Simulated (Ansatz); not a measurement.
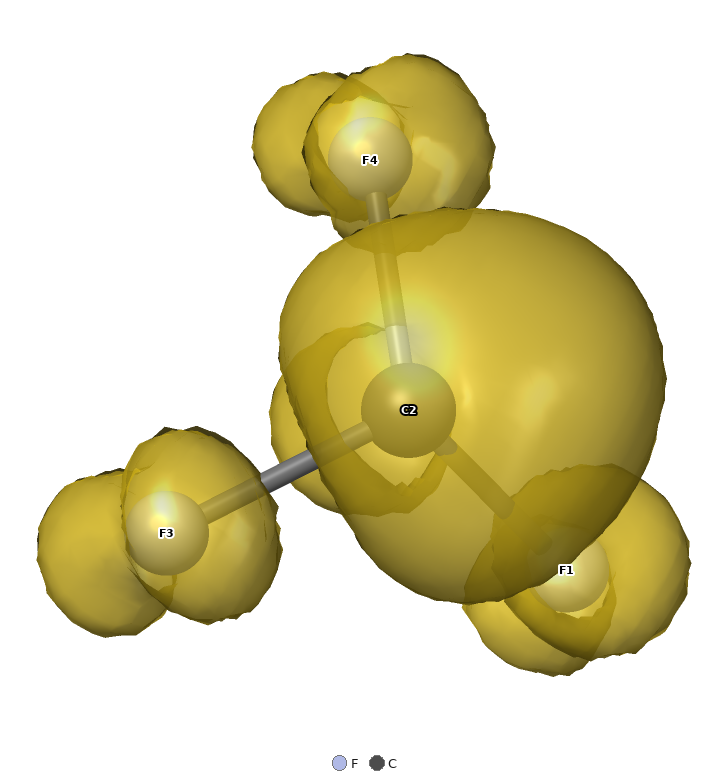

Figure 1: CF3 (SMILES F[C](F)F) (doublet). Isosurface of the spin density (α minus β) at +0.04 e/Å³ (yellow), seen at a tilt.

Method: Ansatz, UKS r2SCANh-D4/def2-SVP.

Question: Where is the unpaired spin?

Answer: The unpaired spin (1 electron) lies mostly on C2 (about 0.7), F1 (about 0.1), F3 (about 0.1) and F4 (about 0.1), in electrons by Hirshfeld's partition.
